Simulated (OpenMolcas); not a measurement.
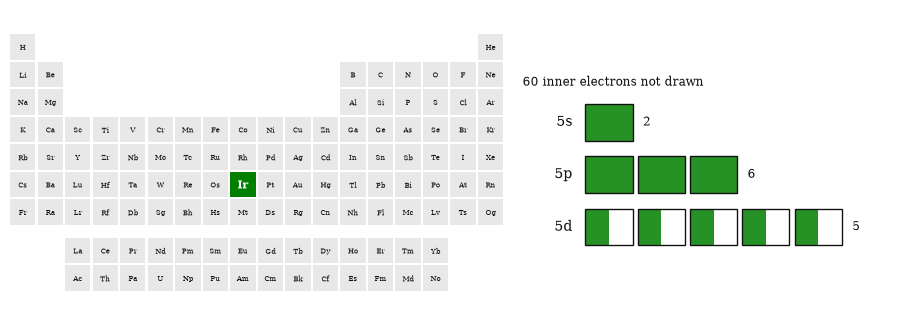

Left, the place of iridium in the periodic table; right, the outer shells of the leading configuration of the lowest level: a box for each of the 2l + 1 orbitals, shaded by the share of the shell that is filled, with the electron count at the right.

## Multiconfigurational calculation: Ir⁴⁺ complex (part 1 of 2)

System: Ir⁴⁺ with 6 ligands (F; octahedron, 1.94 Å), neutralised by 6 outer point charges of +0.33 e, whose field is part of the energies.
Method: state-averaged CASSCF, active space 5 electrons in the shell 5d, basis ANO-RCC-VDZP on the metal and ANO-RCC-VDZP on the ligands, DKH2 scalar Hamiltonian, spin-orbit coupling by RASSI with atomic mean-field integrals (OpenMolcas).

**Input file**
```
&GATEWAY
Coord
7

Ir 0.0 0.0 0.0
F 1.940000 0.000000 0.000000
F 0.000000 1.940000 0.000000
F -1.940000 0.000000 0.000000
F 0.000000 -1.940000 0.000000
F 0.000000 0.000000 1.940000
F 0.000000 0.000000 -1.940000
Basis=Ir.ANO-RCC-VDZP,F.ANO-RCC-VDZP
Group=XYZ
NoMove
AngMom=0.0 0.0 0.0
AMFI
RICD
XField
3 Angstrom 0
5.140000 0.000000 0.000000 0.333333
0.000000 5.140000 0.000000 0.333333
0.000000 0.000000 5.140000 0.333333
&SEWARD
&RASSCF
FileOrb=start.orb
Symmetry=1
Spin=6
nActEl=5 0 0
Inactive=30 34
Ras2=5 0
CIRoot=1 1 1
SDav=1
CIMx=300
Iter=150 100
PrWF=0.3
OrbListing=Nothing
MaxOrb=0
LevShft=1.0
>>> COPY $Project.JobIph JOB001
&RASSCF
FileOrb=start.orb
Symmetry=1
Spin=4
nActEl=5 0 0
Inactive=30 34
Ras2=5 0
CIRoot=24 24 1
SDav=24
CIMx=300
Iter=150 100
PrWF=0.3
OrbListing=Nothing
MaxOrb=0
LevShft=1.0
>>> COPY $Project.JobIph JOB002
&RASSCF
FileOrb=start.orb
Symmetry=1
Spin=2
nActEl=5 0 0
Inactive=30 34
Ras2=5 0
CIRoot=75 75 1
SDav=75
CIMx=300
Iter=150 100
PrWF=0.3
OrbListing=Nothing
MaxOrb=0
LevShft=1.0
>>> COPY $Project.JobIph JOB003
&RASSI
NrOfJobIphs=3 1 24 75
1
1 2 3 4 5 6 7 8 9 10 11 12 13 14 15 16 17 18 19 20 21 22 23 24
1 2 3 4 5 6 7 8 9 10 11 12 13 14 15 16 17 18 19 20 21 22 23 24 25 26 27
28 29 30 31 32 33 34 35 36 37 38 39 40 41 42 43 44 45 46 47 48 49 50 51
52 53 54 55 56 57 58 59 60 61 62 63 64 65 66 67 68 69 70 71 72 73 74 75
IphNames
JOB001
JOB002
JOB003
EJob
SpinOrbit
DIPRint=1.0
SOCoupling=1000.0
Subsets=2
Property=9
'ANGMOM' 1 'ANGMOM' 2 'ANGMOM' 3 'MLTPL  1' 1 'MLTPL  1' 2 'MLTPL  1' 3
'AMFI' 1 'AMFI' 2 'AMFI' 3
SOProperty=3
'ANGMOM' 1 'ANGMOM' 2 'ANGMOM' 3
```

The file start.orb holds starting orbitals from an earlier step. A driver script formed the levels outside the program, from RASSI's spin-orbit matrix and the active-space energies, averaged over the components of each term or state.

Hardware: 1 thread of Arm Neoverse V1, 24 GiB of memory available, shared host.

Run as:
```bash
OMP_NUM_THREADS=1 MOLCAS_MEM=2457 MOLCAS_PROJECT=a pymolcas a.inp > a.log  # once for each step of the input, in one work folder
```

**Log (extracts)**
```
--- SEWARD ---
Basis set label: IR.ANO-RCC...7S6P4D2F.

      Electronic valence basis set:
      ------------------
      Associated Effective Charge  77.000000 au
      Associated Actual Charge     77.000000 au
      Nuclear Model: Point charge

      Shell  nPrim  nBasis  Cartesian Spherical Contaminant
         s      24       7        X
         p      21       6        X
         d      15       4                 X
         f      11       2                 X
                  Relativistic Douglas-Kroll-Hess integrals:
                    - DKH order of Hamiltonian: 2
                    - DKH order of Properties : 0
                  Atomic mean-field integrals
--- RASSCF ---
Wave function specifications:
      -----------------------------

      Number of closed shell electrons         128
      Number of electrons in active shells       5
      Max number of holes in RAS1 space          0
      Max nr of electrons in RAS3 space          0
      Number of inactive orbitals               64
      Number of active orbitals                  5
      Number of secondary orbitals              74
      Spin quantum number                      2.5
      State symmetry                             1
Orbital specifications:
      -----------------------

      Symmetry species                           1   2
                                                ag  au
      Frozen orbitals                            0   0
      Inactive orbitals                         30  34
      Active orbitals                            5   0
      RAS1 orbitals                              0   0
      RAS2 orbitals                              5   0
      RAS3 orbitals                              0   0
      Secondary orbitals                        34  40
      Deleted orbitals                           0   0
      Number of basis functions                 69  74
      Number of CSFs                             1
      Number of root(s) required                 1
      Iter CI   SX   CI       RASSCF       Energy    max ROT     max BLB   max BLB  Level Ln srch  Step   QN
          iter iter root      energy       change     param      element    value   shift minimum  type update
 Nr of preliminary CI iterations:   1
      Total energies have been shifted. Add               -18000.00 au
        1   1   10    1  -407.10627314    0.00E+00  -9.99E-02   35  41 1  3.62E-01*  1.25   0.00    SX    NO
        2   1   10    1  -408.17348114   -1.07E+00* -1.01E-01*  30  33 1  1.40E-01*  0.92   0.00    SX    NO
        3   1   10    1  -408.38024899   -2.07E-01* -5.18E-02   30  33 1  6.60E-02*  0.74   0.00    SX    NO
        4   1   10    1  -408.41500408   -3.48E-02*  2.52E-02   30  33 1  3.17E-02*  0.69   0.00    SX    NO
        5   1    9    1  -408.42284957   -7.85E-03*  2.25E-02   30  33 1  1.68E-02*  0.68   2.00    LS   YES
        6   1    9    1  -408.42544622   -2.60E-03*  5.24E-03   33  39 1 -7.89E-03*  0.67   1.12    QN   YES
        7   1    9    1  -408.42587931   -4.33E-04*  2.63E-03   17  45 2 -3.05E-03*  0.67   1.51    LS   YES
        8   1    8    1  -408.42593492   -5.56E-05*  7.74E-04   17  45 2 -2.86E-03*  0.67   1.02    QN   YES
        9   1    8    1  -408.42596651   -3.16E-05*  3.62E-04   13  38 2 -9.74E-04*  0.67   1.16    QN   YES
       10   1    7    1  -408.42597108   -4.56E-06* -2.59E-04    8  46 2  2.50E-04*  0.67   1.13    QN   YES
       11   1    6    1  -408.42597179   -7.13E-07* -1.11E-04   19  44 2 -1.03E-04*  0.67   1.43    LS   YES
       12   1    6    1  -408.42597186   -7.01E-08* -4.55E-05    8  46 2 -1.06E-04*  0.67   1.00    QN   YES
       13   1    5    1  -408.42597194   -7.98E-08* -2.44E-05   18  42 1 -5.17E-05   0.67   1.54    LS   YES
       14   1    5    1  -408.42597195   -1.12E-08* -2.08E-05   19  47 2 -4.98E-05   0.67   1.00    QN   YES
       15   1    5    1  -408.42597196   -8.42E-09  -1.75E-05   19  44 2  1.36E-05   0.67   1.69    QN   YES
      Convergence after 15 iterations
       16   1    5    1  -408.42597196   -2.37E-09  -1.75E-05   22  42 2  3.82E-06   0.67   1.69    QN   YES
      Natural orbitals and occupation numbers for root  1
      sym 1:   1.000000   1.000000   1.000000   1.000000   1.000000
::    RASSCF root number  1 Total energy: -18408.42597196
--- RASSCF ---
Wave function specifications:
      -----------------------------

      Number of closed shell electrons         128
      Number of electrons in active shells       5
      Max number of holes in RAS1 space          0
      Max nr of electrons in RAS3 space          0
      Number of inactive orbitals               64
      Number of active orbitals                  5
      Number of secondary orbitals              74
      Spin quantum number                      1.5
      State symmetry                             1
Orbital specifications:
      -----------------------

      Symmetry species                           1   2
                                                ag  au
      Frozen orbitals                            0   0
      Inactive orbitals                         30  34
      Active orbitals                            5   0
      RAS1 orbitals                              0   0
      RAS2 orbitals                              5   0
      RAS3 orbitals                              0   0
      Secondary orbitals                        34  40
      Deleted orbitals                           0   0
      Number of basis functions                 69  74
      Number of CSFs                            24
      Number of root(s) required                24
      Iter CI   SX   CI       RASSCF       Energy    max ROT     max BLB   max BLB  Level Ln srch  Step   QN
          iter iter root      energy       change     param      element    value   shift minimum  type update
 Nr of preliminary CI iterations:   1
      Total energies have been shifted. Add               -18000.00 au
        1   1   10    0  -408.29688562    0.00E+00  -1.19E-02   32  38 1 -1.39E-02*  0.69   0.00    SX    NO
        2   1    9    0  -408.29866096   -1.78E-03*  7.20E-03   26  34 1 -7.89E-03*  0.68   0.00    SX    NO
        3   1    9    0  -408.29922128   -5.60E-04*  4.50E-03   26  34 1 -4.93E-03*  0.68   0.00    SX    NO
        4   1    9    0  -408.29941469   -1.93E-04*  2.84E-03   26  34 1 -3.11E-03*  0.68   0.00    SX    NO
        5   1    8    0  -408.29948454   -6.99E-05*  4.18E-03   26  34 1 -1.97E-03*  0.68   2.50    LS   YES
        6   1    7    0  -408.29952526   -4.07E-05*  4.40E-04   24  36 1 -5.75E-04*  0.68   1.05    QN   YES
        7   1    7    0  -408.29952679   -1.52E-06*  4.60E-04   24  36 1 -3.16E-04*  0.68   2.05    LS   YES
        8   1    7    0  -408.29952732   -5.38E-07* -2.16E-04   20  47 2 -2.40E-04*  0.68   1.00    QN   YES
        9   1    7    0  -408.29952763   -3.11E-07* -1.05E-04   22  33 1 -6.91E-05   0.68   1.10    QN   YES
       10   1    6    0  -408.29952767   -3.79E-08*  2.05E-05   27  43 2  2.23E-05   0.68   1.18    QN   YES
       11   1    5    0  -408.29952768   -6.78E-09  -1.29E-05   22  45 1 -8.19E-06   0.68   1.39    QN   YES
      Convergence after 11 iterations
       12   1    5    0  -408.29952768   -1.08E-09  -1.29E-05   24  42 1  3.26E-06   0.68   1.39    QN   YES
      Natural orbitals and occupation numbers for root  1
      sym 1:   1.957793   1.002142   0.963084   0.041962   1.035019
      Natural orbitals and occupation numbers for root  2
      sym 1:   0.845899   1.153272   0.159044   1.840001   1.001783
      Natural orbitals and occupation numbers for root  3
      sym 1:   0.865027   1.859184   0.139922   1.001951   1.133916
::    RASSCF root number  1 Total energy: -18408.46177961
::    RASSCF root number  2 Total energy: -18408.46177961
::    RASSCF root number  3 Total energy: -18408.46177961
::    RASSCF root number  4 Total energy: -18408.43495736
::    RASSCF root number  5 Total energy: -18408.43495736
::    RASSCF root number  6 Total energy: -18408.43495736
::    RASSCF root number  7 Total energy: -18408.33159578
::    RASSCF root number  8 Total energy: -18408.32585286
::    RASSCF root number  9 Total energy: -18408.32585286
::    RASSCF root number 10 Total energy: -18408.31459114
::    RASSCF root number 11 Total energy: -18408.31459114
::    RASSCF root number 12 Total energy: -18408.31459114
::    RASSCF root number 13 Total energy: -18408.30489333
::    RASSCF root number 14 Total energy: -18408.30489333
::    RASSCF root number 15 Total energy: -18408.26890897
::    RASSCF root number 16 Total energy: -18408.26890897
::    RASSCF root number 17 Total energy: -18408.26890897
::    RASSCF root number 18 Total energy: -18408.26086749
::    RASSCF root number 19 Total energy: -18408.16299421
::    RASSCF root number 20 Total energy: -18408.16299421
::    RASSCF root number 21 Total energy: -18408.16299421
::    RASSCF root number 22 Total energy: -18408.13500493
::    RASSCF root number 23 Total energy: -18408.13500493
::    RASSCF root number 24 Total energy: -18408.13500493
--- RASSCF ---
Wave function specifications:
      -----------------------------

      Number of closed shell electrons         128
      Number of electrons in active shells       5
      Max number of holes in RAS1 space          0
      Max nr of electrons in RAS3 space          0
      Number of inactive orbitals               64
      Number of active orbitals                  5
      Number of secondary orbitals              74
      Spin quantum number                      0.5
      State symmetry                             1
Orbital specifications:
      -----------------------

      Symmetry species                           1   2
                                                ag  au
      Frozen orbitals                            0   0
      Inactive orbitals                         30  34
      Active orbitals                            5   0
      RAS1 orbitals                              0   0
      RAS2 orbitals                              5   0
      RAS3 orbitals                              0   0
      Secondary orbitals                        34  40
      Deleted orbitals                           0   0
      Number of basis functions                 69  74
      Number of CSFs                            75
      Number of root(s) required                75
      Iter CI   SX   CI       RASSCF       Energy    max ROT     max BLB   max BLB  Level Ln srch  Step   QN
          iter iter root      energy       change     param      element    value   shift minimum  type update
 Nr of preliminary CI iterations:   1
      Total energies have been shifted. Add               -18000.00 au
        1   1    9    0  -408.22526753    0.00E+00  -7.38E-03   25  32 1 -8.09E-03*  0.66   0.00    SX    NO
        2   1    9    0  -408.22592144   -6.54E-04*  4.39E-03   25  32 1 -4.81E-03*  0.66   0.00    SX    NO
        3   1    9    0  -408.22612786   -2.06E-04*  2.82E-03   25  32 1 -3.09E-03*  0.66   0.00    SX    NO
        4   1    8    0  -408.22620015   -7.23E-05*  1.79E-03   25  32 1 -1.97E-03*  0.66   0.00    SX    NO
        5   1    8    0  -408.22622699   -2.68E-05*  2.66E-03   25  32 1 -1.27E-03*  0.66   2.50    LS   YES
        6   1    7    0  -408.22624344   -1.65E-05*  4.20E-04   24  36 1 -3.49E-04*  0.66   1.09    QN   YES
        7   1    7    0  -408.22624431   -8.68E-07*  3.88E-04   24  36 1 -2.05E-04*  0.66   1.92    LS   YES
        8   1    7    0  -408.22624457   -2.61E-07*  1.88E-04   22  33 1 -1.46E-04*  0.66   1.00    QN   YES
        9   1    6    0  -408.22624474   -1.68E-07* -7.49E-05   22  33 1 -3.84E-05   0.66   1.37    QN   YES
       10   1    6    0  -408.22624476   -2.03E-08* -9.09E-06   22  45 1 -1.37E-05   0.66   1.12    QN   YES
       11   1    5    0  -408.22624476   -1.94E-09  -6.50E-06   22  45 1 -5.69E-06   0.66   1.42    QN   YES
      Convergence after 11 iterations
       12   1    5    0  -408.22624476   -5.17E-10  -6.50E-06   24  42 1  2.97E-06   0.66   1.42    QN   YES
      Natural orbitals and occupation numbers for root  1
      sym 1:   1.981198   1.980487   0.006326   0.020397   1.011592
      Natural orbitals and occupation numbers for root  2
      sym 1:   1.011363   1.980697   0.020196   0.006351   1.981393
      Natural orbitals and occupation numbers for root  3
      sym 1:   1.978315   1.014484   0.023016   0.005941   1.978244
::    RASSCF root number  1 Total energy: -18408.54434641
::    RASSCF root number  2 Total energy: -18408.54434641
::    RASSCF root number  3 Total energy: -18408.54434641
::    RASSCF root number  4 Total energy: -18408.41669739
::    RASSCF root number  5 Total energy: -18408.41669739
::    RASSCF root number  6 Total energy: -18408.41669739
::    RASSCF root number  7 Total energy: -18408.41467552
::    RASSCF root number  8 Total energy: -18408.40491839
::    RASSCF root number  9 Total energy: -18408.40491839
::    RASSCF root number 10 Total energy: -18408.40491839
::    RASSCF root number 11 Total energy: -18408.39679345
::    RASSCF root number 12 Total energy: -18408.39679345
::    RASSCF root number 13 Total energy: -18408.37274391
::    RASSCF root number 14 Total energy: -18408.37274391
::    RASSCF root number 15 Total energy: -18408.37274391
::    RASSCF root number 16 Total energy: -18408.36771581
::    RASSCF root number 17 Total energy: -18408.36771581
::    RASSCF root number 18 Total energy: -18408.36771581
::    RASSCF root number 19 Total energy: -18408.35089699
::    RASSCF root number 20 Total energy: -18408.32356884
::    RASSCF root number 21 Total energy: -18408.32356884
::    RASSCF root number 22 Total energy: -18408.28592001
::    RASSCF root number 23 Total energy: -18408.27535651
::    RASSCF root number 24 Total energy: -18408.27535651
::    RASSCF root number 25 Total energy: -18408.27535651
::    RASSCF root number 26 Total energy: -18408.26600560
::    RASSCF root number 27 Total energy: -18408.26600560
::    RASSCF root number 28 Total energy: -18408.25459382
::    RASSCF root number 29 Total energy: -18408.25459382
::    RASSCF root number 30 Total energy: -18408.25459382
```

(Continued in part 2.) Outcome of the run: converged.
